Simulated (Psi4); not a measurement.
# CH4Si (SMILES C=[SiH2]) at BP86/cc-pVDZ (sweep point 3)

Aim: the vertical singlet–triplet gap of CH4Si at BP86/cc-pVDZ (sweep point 3), from 2 runs. 

Program for the calculation: Psi4 1.11.

4 further runs of the same task are left out: 4 set aside as unsound or not needed.

## (1) The structure to begin with

CH4Si: 6 atoms, total charge 0, spin state singlet. SMILES: `C=[SiH2]`. The coordinates come from a GFN2-xTB relaxation.

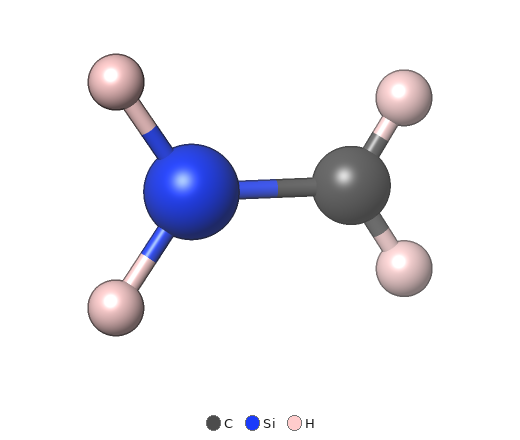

The structure, seen from a chosen angle (carbon dark grey, silicon blue, hydrogen pink).

## (2) A single-point energy at BP86/cc-pVDZ (sweep point 3)

File calc.in:

```
memory 1.6 GB

molecule geom {
  0 1
  C     -1.39592179    -1.03398255    -0.50096640
  Si     1.15513289     0.85370267     0.41245162
  H     -2.66169814    -1.88331995     0.84684297
  H     -1.81965508    -1.43271476    -2.45048345
  H      1.80087120     1.44747352     3.02497909
  H      2.92127092     2.04884106    -1.33282384
  units bohr
  symmetry c1
}

set globals {
  basis cc-pVDZ
  puream true
  scf_type pk
  dft_radial_points 35
  dft_spherical_points 110
}

result, w = energy("bp86", return_wfn=True)
```

Launch:

```bash
$ psi4 -i calc.in -o calc.out -n 1
```

calc.out, shortened:

```text
[...]
  Running in c1 symmetry.
[...]
  Nuclear repulsion =   50.789467330722800
[...]
  Multiplicity = 1
[...]
  Nalpha       = 12
  Nbeta        = 12
[...]
    Number of basis functions: 52
[...]
   @RKS iter   1:  -329.50763998754360    3.01594e-02   1.65883e-02 ADIIS/DIIS
[...]
   @RKS iter   9:  -329.95832818814131   -3.48842e-09   1.02328e-07 DIIS
[...]
    Orbital Energies [Eh]
    ---------------------
    Doubly Occupied:
       1A    -65.474468     2A     -9.910965     3A     -5.070960
       4A     -3.484149     5A     -3.481556     6A     -3.479855
       7A     -0.609879     8A     -0.467298     9A     -0.377570
      10A     -0.323567    11A     -0.317363    12A     -0.204914
[...]
  @RKS Final Energy:  -329.95832818814131
   => Energetics <=
    Nuclear Repulsion Energy =             50.7894673307228004
    One-Electron Energy =                -555.2914858310350610
    Two-Electron Energy =                 202.3291318726556085
    DFT Exchange-Correlation Energy =     -27.7854415604846565
    Empirical Dispersion Energy =           0.0000000000000000
    VV10 Nonlocal Energy =                  0.0000000000000000
    Total Energy =                       -329.9583281881413086
[...]
 Multipole Moments:
 ------------------------------------------------------------------------------------
     Multipole            Electronic (a.u.)      Nuclear  (a.u.)        Total (a.u.)
 ------------------------------------------------------------------------------------
 L = 1.  Multiply by 2.5417464519 to convert [e a0] to [Debye]
 Dipole X            :          0.7085813           -0.5841856            0.1243957
 Dipole Y            :          0.5216081           -0.4294313            0.0921768
 Dipole Z            :          0.2503448           -0.2060642            0.0442806
 Magnitude           :                                                    0.1610330
[...]
```

It took 2.3 s on 1 thread of AMD EPYC 9R45 (Zen 5), shared host; peak memory 0.33 GiB.

## (3) The triplet, same level

File ch4si.dat:

```
memory 1.6 GB

molecule {
  0 3
  C     -1.39592179    -1.03398255    -0.50096640
  Si     1.15513289     0.85370267     0.41245162
  H     -2.66169814    -1.88331995     0.84684297
  H     -1.81965508    -1.43271476    -2.45048345
  H      1.80087120     1.44747352     3.02497909
  H      2.92127092     2.04884106    -1.33282384
  units bohr
  symmetry c1
}

set reference uks
set puream true
set scf_type pk
set dft_radial_points 35
set dft_spherical_points 110
set maxiter 150

e, wfn = energy("bp86/cc-pVDZ", return_wfn=True)
print_variables()
```

Launch:

```bash
$ psi4 -n 1 ch4si.dat ch4si.out
```

ch4si.out, shortened:

```text
[...]
  Running in c1 symmetry.
[...]
  Nuclear repulsion =   50.789467330722800
[...]
  Multiplicity = 3
[...]
  Nalpha       = 13
  Nbeta        = 11
[...]
    Number of basis functions: 52
[...]
   @UKS iter   1:  -329.66990852688178   -1.32109e-01   1.06959e-02 DIIS/ADIIS
[...]
   @UKS iter   8:  -329.86284650836762   -2.85087e-08   7.52690e-07 DIIS
[...]
   @S^2 Observed:                2.007120309E+00
[...]
    Orbital Energies [Eh]
    ---------------------
    Alpha Occupied:
       1A    -65.466870     2A     -9.935477     3A     -5.065574
       4A     -3.480171     5A     -3.475262     6A     -3.474926
       7A     -0.651833     8A     -0.472671     9A     -0.403928
      10A     -0.342993    11A     -0.308607    12A     -0.261437
      13A     -0.111967
    Alpha Virtual:
      14A     -0.004759    15A      0.037164    16A      0.037898
      17A      0.101302    18A      0.113021    19A      0.202406
      20A      0.246586    21A      0.261538    22A      0.283657
      23A      0.304940    24A      0.358680    25A      0.375826
[...]
  @UKS Final Energy:  -329.86284650836762
   => Energetics <=
    Nuclear Repulsion Energy =             50.7894673307228004
    One-Electron Energy =                -555.0591848134251904
    Two-Electron Energy =                 202.2346880004657805
    DFT Exchange-Correlation Energy =     -27.8278170261310223
    Empirical Dispersion Energy =           0.0000000000000000
    VV10 Nonlocal Energy =                  0.0000000000000000
    Total Energy =                       -329.8628465083676247
[...]
 Multipole Moments:
 ------------------------------------------------------------------------------------
     Multipole            Electronic (a.u.)      Nuclear  (a.u.)        Total (a.u.)
 ------------------------------------------------------------------------------------
 L = 1.  Multiply by 2.5417464519 to convert [e a0] to [Debye]
 Dipole X            :          0.1688605           -0.5841856           -0.4153251
 Dipole Y            :          0.1230500           -0.4294313           -0.3063812
 Dipole Z            :          0.0572361           -0.2060642           -0.1488281
 Magnitude           :                                                    0.5371352
[...]
```

Wall time 2.4 s (1 thread of AMD EPYC 9R45 (Zen 5), shared host); peak memory 0.33 GiB.

## (4) What came out

At BP86/cc-pVDZ (sweep point 3):

| quantity | value |
| --- | --- |
| singlet: total energy | -329.95833 Eh |
| singlet: dipole moment | 0.41 D |
| singlet: HOMO energy | -5.58 eV |
| singlet: LUMO energy | -2.06 eV |
| singlet: HOMO–LUMO gap | 3.52 eV |
| triplet: total energy | -329.86285 Eh |
| triplet: dipole moment | 1.37 D |
| triplet: HOMO energy (highest over α and β) | -3.05 eV |
| triplet: ⟨S²⟩ | 2.007 |
| vertical energy of the triplet above the singlet | 2.598 eV |

At this shape the triplet lies 2.60 eV (251 kJ/mol) above the singlet.
